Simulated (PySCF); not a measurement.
**[WS2]-: relaxation and vibrations of the quartet**

Where does quartet [WS2]- go from a end-on start, is the end point a minimum, and what are its modes, charges and moments?

Computed with PySCF 2.14.0. Level: PBE0, basis W def2-SVPD with ECP60, S def2-SVPD, scalar-relativistic core potentials, no spin–orbit coupling, density fitting.

### 1 Starting geometry

3 atoms, charge -1, spin multiplicity 4.

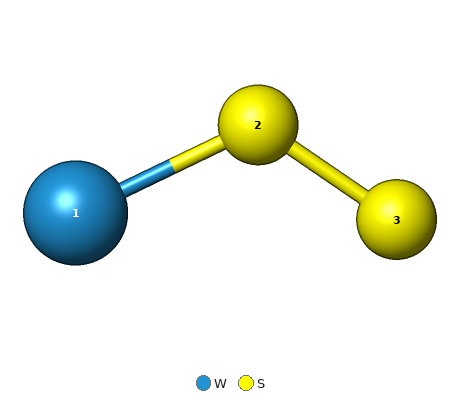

As it starts; tungsten blue, sulfur yellow; atoms are numbered from 1 in the order of the file.

Z-matrix (Å, degrees; charge -1 multiplicity 4):
```
W
S  1 2.4720
S  2 2.0470 1 119.89
```

### 2 First SCF at the start

One driver script runs all steps and calls PySCF; scf.py shows how it sets up the SCF of each step. The optimiser is the driver's own. After this first run the driver tries any further starts and a stability analysis.

Input file scf.py:

```python
from pyscf import gto, scf, dft
mol = gto.M(atom='''
W      0.000000     0.000000     0.000000
S      0.000000     0.000000     2.472000
S      1.774800     0.000000     3.492000''',
    basis={'W': 'def2-SVPD', 'S': 'def2-SVPD'},
    ecp={'W': 'def2-SVPD'},
    charge=-1, spin=3)
mf = dft.UKS(mol, xc='PBE0')
mf.grids.atom_grid = (50, 194)
aux = {'W': 'def2-universal-JKFIT', 'S': 'def2-universal-JKFIT'}
mf = mf.density_fit(auxbasis=aux)
mf.conv_tol = 1e-08
mf.diis_space = 10
mf.max_cycle = 60
mf.init_guess = 'minao'
mf.verbose = 4
mf.kernel()
```

Run with:

```bash
> OMP_NUM_THREADS=2 python axn.py task.json out
```

Output:

```text
init E= -850.761709402698
[... the frontier-level lines of each cycle are left out ...]
cycle= 1 E= -862.475798003637  delta_E= -11.7  |g|= 0.693  |ddm|= 5.23
cycle= 2 E= -857.784114490546  delta_E= 4.69  |g|= 1.76  |ddm|= 41.6
cycle= 3 E= -861.471317084668  delta_E= -3.69  |g|= 1.24  |ddm|= 41.5
cycle= 4 E= -862.300394458499  delta_E= -0.829  |g|= 0.829  |ddm|= 0.769
cycle= 5 E= -862.201315559161  delta_E= 0.0991  |g|= 0.907  |ddm|= 0.276
cycle= 6 E= -862.134014171441  delta_E= 0.0673  |g|= 0.956  |ddm|= 0.172
cycle= 7 E= -862.403517789614  delta_E= -0.27  |g|= 0.742  |ddm|= 0.496
cycle= 8 E= -862.406520437244  delta_E= -0.003  |g|= 0.691  |ddm|= 0.518
cycle= 9 E= -862.46940768473  delta_E= -0.0629  |g|= 0.627  |ddm|= 0.115
cycle= 10 E= -862.834135173209  delta_E= -0.365  |g|= 0.173  |ddm|=  1.2
cycle= 11 E= -862.851381987764  delta_E= -0.0172  |g|= 0.162  |ddm|= 0.518
cycle= 12 E= -862.864273493209  delta_E= -0.0129  |g|= 0.129  |ddm|= 0.23
cycle= 13 E= -862.885237881478  delta_E= -0.021  |g|= 0.0321  |ddm|= 0.358
cycle= 14 E= -862.890337637817  delta_E= -0.0051  |g|= 0.0397  |ddm|= 0.254
cycle= 15 E= -862.892924819229  delta_E= -0.00259  |g|= 0.017  |ddm|= 0.0907
cycle= 16 E= -862.896140443927  delta_E= -0.00322  |g|= 0.0138  |ddm|= 0.167
cycle= 17 E= -862.897960144707  delta_E= -0.00182  |g|= 0.0253  |ddm|= 0.153
cycle= 18 E= -862.899442712608  delta_E= -0.00148  |g|= 0.0145  |ddm|= 0.141
cycle= 19 E= -862.899693677939  delta_E= -0.000251  |g|= 0.00833  |ddm|= 0.0547
cycle= 20 E= -862.900172817397  delta_E= -0.000479  |g|= 0.00441  |ddm|= 0.112
cycle= 21 E= -862.900239544694  delta_E= -6.67e-05  |g|= 0.00118  |ddm|= 0.032
cycle= 22 E= -862.900253052066  delta_E= -1.35e-05  |g|= 0.00103  |ddm|= 0.0196
cycle= 23 E= -862.900255819198  delta_E= -2.77e-06  |g|= 0.000224  |ddm|= 0.00876
cycle= 24 E= -862.900256091931  delta_E= -2.73e-07  |g|= 0.000153  |ddm|= 0.00256
cycle= 25 E= -862.900256214106  delta_E= -1.22e-07  |g|= 0.000136  |ddm|= 0.00138
cycle= 26 E= -862.90025630272  delta_E= -8.86e-08  |g|= 6.42e-05  |ddm|= 0.00174
cycle= 27 E= -862.900256336241  delta_E= -3.35e-08  |g|= 3.39e-05  |ddm|= 0.00109
cycle= 28 E= -862.900256341915  delta_E= -5.67e-09  |g|= 1.6e-05  |ddm|= 0.000406
Extra cycle  E= -862.900256342354  delta_E= -4.39e-10  |g|= 2.77e-05  |ddm|= 0.000104
converged SCF energy = -862.900256342354  <S^2> = 4.5440606  2S+1 = 4.3790687
```

This step, with its further starts and checks, needed 16 s of wall time on 2 threads of Arm Neoverse V1, shared host.

Energies from each starting density:

| start | energy (Eh) |
| --- | --- |
| the minimal-basis guess | -862.900256 |
| a thermally smeared density | -862.900256 |
| a smeared PBE density | -862.900256 |

No lower solution of this spin turned up from the other starts or in the test of internal stability.

### 3 Relaxation: end-on start, quartet

The program finds Cs symmetry in the start, which this walk keeps. The walk stops when the largest gradient is under 0.0003 Eh/bohr and the energy has settled too.

scf.py: that of step 2 with these lines changed.

```diff
@@ -3,3 +3,3 @@
-W      0.000000     0.000000     0.000000
-S      0.000000     0.000000     2.472000
-S      1.774800     0.000000     3.492000''',
+W     -0.228903     0.000000    -0.769202
+S     -0.228903     0.000000     1.702798
+S      1.545897     0.000000     2.722798''',
@@ -16 +15,0 @@
-mf.init_guess = 'minao'
```

Steps of the walk:

| step | energy (Eh) | change (kJ/mol) | largest symmetric gradient (Eh/bohr) |
| --- | --- | --- | --- |
| 0 | -862.900256 | 0.00 | 0.03499 |
| 1 | -862.906040 | -15.19 | 0.02795 |
| 2 | -862.910052 | -25.72 | 0.01317 |
| 3 | -862.910796 | -27.67 | 0.00948 |
| 4 | -862.911147 | -28.59 | 0.00175 |
| 5 | -862.911332 | -29.08 | 0.00180 |
| 6 | -862.911511 | -29.55 | 0.00256 |
| 7 | -862.911549 | -29.65 | 0.00106 |
| 8 | -862.911557 | -29.67 | 0.00008 |
| 9 | -862.911557 | -29.67 | 0.00002 |

The walk took 28 s.

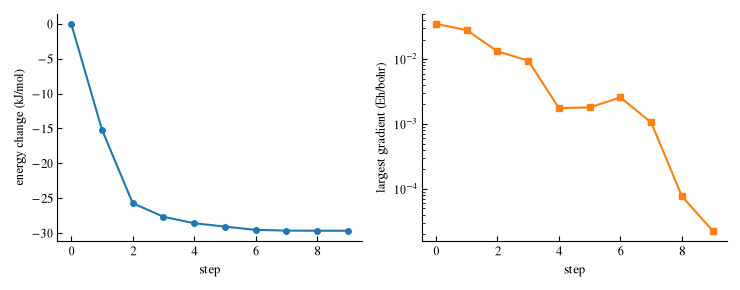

How energy and gradient fall.

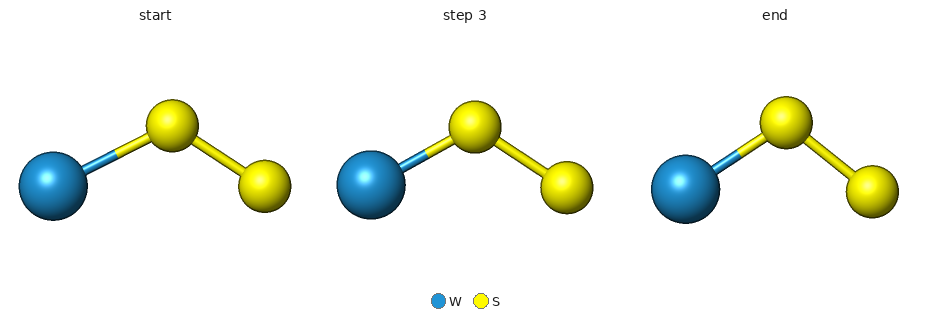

The geometry along the walk, at one scale.

End point (Cs, 9 steps, 29.7 kJ/mol gained): S–S 2.046 Å, W–S 2.233 Å; S–S–W 107.8°.

### 4 Hessian and properties

On the finer grid the gradient is checked again; gradients at displacements of ±0.02 bohr then give force constants and infrared intensities.

scf.py: that of step 3 with these lines changed.

```diff
@@ -3,3 +3,3 @@
-W     -0.228903     0.000000    -0.769202
-S     -0.228903     0.000000     1.702798
-S      1.545897     0.000000     2.722798''',
+W     -0.174147     0.000000    -0.681090
+S     -0.430647     0.000000     1.537307
+S      1.432602     0.000000     2.381337''',
@@ -10 +10 @@
-mf.grids.atom_grid = (50, 194)
+mf.grids.atom_grid = (75, 302)
@@ -13 +13 @@
-mf.conv_tol = 1e-08
+mf.conv_tol = 1e-10
```

This SCF starts from the last density.

Log of the central SCF (cycles and frontier levels):

```text
init E= -862.911565493629
[... the frontier-level lines of each cycle are left out ...]
cycle= 1 E= -862.911565493627  delta_E= 2.05e-12  |g|= 7.24e-07  |ddm|= 3.93e-06
Extra cycle  E= -862.911565493633  delta_E= -6.37e-12  |g|= 1.38e-06  |ddm|= 3.5e-06
converged SCF energy = -862.911565493633  <S^2> = 4.1195998  2S+1 = 4.1807176
```

The whole step took 49 s.

Geometry: Cs; S–S 2.046 Å, W–S 2.233 Å; S–S–W 107.8°.

Harmonic modes (main isotopes):

```csv
symmetry,ω (cm⁻¹),IR (km/mol),μ (u)
a',60,6.5,36.36
a',376,4.4,36.59
a',513,115,31.98
```

No imaginary mode, so this is a minimum.

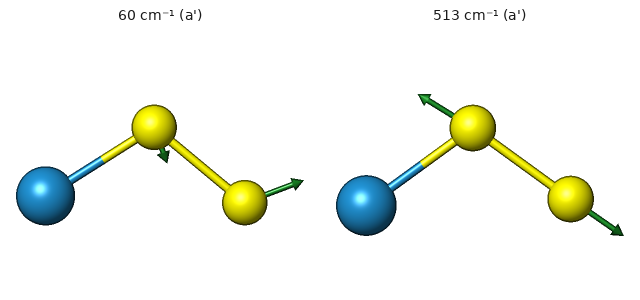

Displacements of 2 of the modes, as arrows (one member where a mode is degenerate).

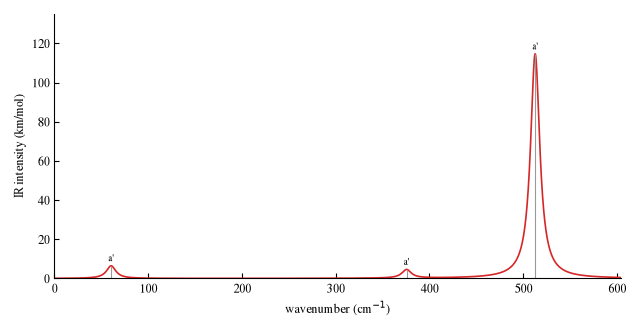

The harmonic infrared spectrum (widths in cm⁻¹). Lines are broadened to a width of 12 cm⁻¹ (Lorentzian).

Properties at this point:

| Property | Result |
| --- | --- |
| Dipole moment about the centre of mass | 4.92 D |
| Highest occupied level | -0.45 eV |
| Lowest empty level | 1.42 eV |
| Rotational constants | 0.4483, 0.04416, 0.0402 cm⁻¹ |
| Zero-point energy | 5.7 kJ/mol |
| Principal polarisabilities | 141.0, 145.5, 247.8 bohr³ |
| Principal traceless quadrupole moments about the centre of mass | -21.67, 10.28, 11.39 D Å |
| Entropy at 298.15 K and 1 bar (electronic part: spin only) | 328.2 J/(mol K) |
| Heat capacity Cp at 298.15 K | 53.0 J/(mol K) |
| Enthalpy at 298.15 K above 0 K | 13.49 kJ/mol |
| Rotational symmetry number | 1 |
| Spin squared ⟨S²⟩ | 4.120 |

Charges (e) and bond orders:

| atom | Mulliken | Löwdin | polar tensor | spin (Mulliken) | Mayer order to W1 |
| --- | --- | --- | --- | --- | --- |
| W1 | -0.07 | -0.13 | -0.54 | 3.51 | – |
| S2 | -0.34 | -0.44 | 0.30 | -0.37 | 1.28 |
| S3 | -0.59 | -0.43 | -0.76 | -0.14 | 0.47 |

Mulliken populations on W1 (outside its core potential): s 3.56, p 6.20, d 4.29, f 0.02.

### 5 Summary of results

| quantity | value |
| --- | --- |
| minimum | quartet, Cs |
| geometry | S–S 2.046 Å, W–S 2.233 Å; S–S–W 107.8° |
| wavenumbers (cm⁻¹) | 60 (a'), 376 (a'), 513 (a') |
| dipole moment (centre of mass) | 4.92 D |
| highest occupied, lowest empty level (either spin) | -0.45, 1.42 eV |
| polar-tensor charge of W1 | -0.54 e |
| zero-point energy | 5.7 kJ/mol |
| entropy at 298.15 K | 328.2 J/(mol K) |
| ⟨S²⟩ | 4.120 |

What this shows: The molecule stays Cs, as typed, and the end point is a minimum. The determinant is spin-contaminated (⟨S²⟩ = 4.12 against 3.75), so it is no pure spin state. The strongest infrared band lies at 513 cm⁻¹ (a'). Most of the spin sits on W1 (Mulliken spin 3.51, against 3 for the whole molecule). Only this shape and spin were tried, so other structures or states may lie lower. One determinant may miss the lowest occupation of an open d or f shell. Spin–orbit coupling, left out here, can matter for elements this heavy.

The search up to here took 94 s.
